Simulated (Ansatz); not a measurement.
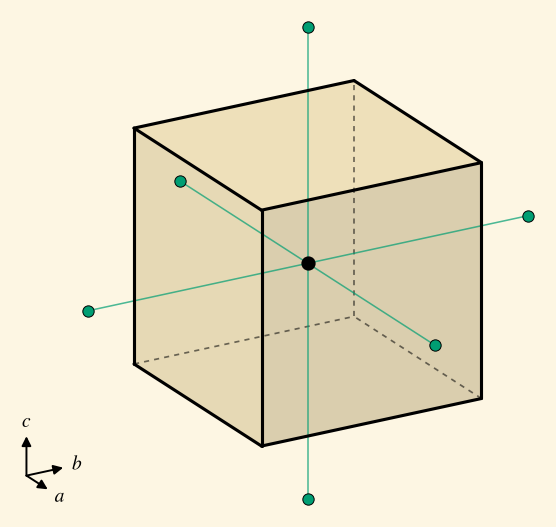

For Co₃O, coordinates from a relaxation with DFT PBE, scalar-relativistic, plane waves, PAW (Ansatz 0.2.0); the starting structure was generated, so it need not be a known form of this composition: the Wigner–Seitz cell of the crystal's lattice, with lines to the lattice points that define its faces. Geometry calculated from the standardised cell; symmetry tolerance 0.002 Å.

a = 3.519 Å, b = 3.519 Å, c = 3.519 Å, α = 90.00°, β = 90.00°, γ = 90.00°; lattice centring P.

### What is the cell's combinatorial type?

A parallelepiped: 6 faces (6 with 4 edges), 12 edges, 8 vertices. Its volume is that of the primitive cell, 43.6 Å³.

### Which lattice vectors do the faces bisect?

| example | length (Å) | faces | edges of each | area (Å²) |
| --- | --- | --- | --- | --- |
| a | 3.52 | 6 | 4 | 12.4 |
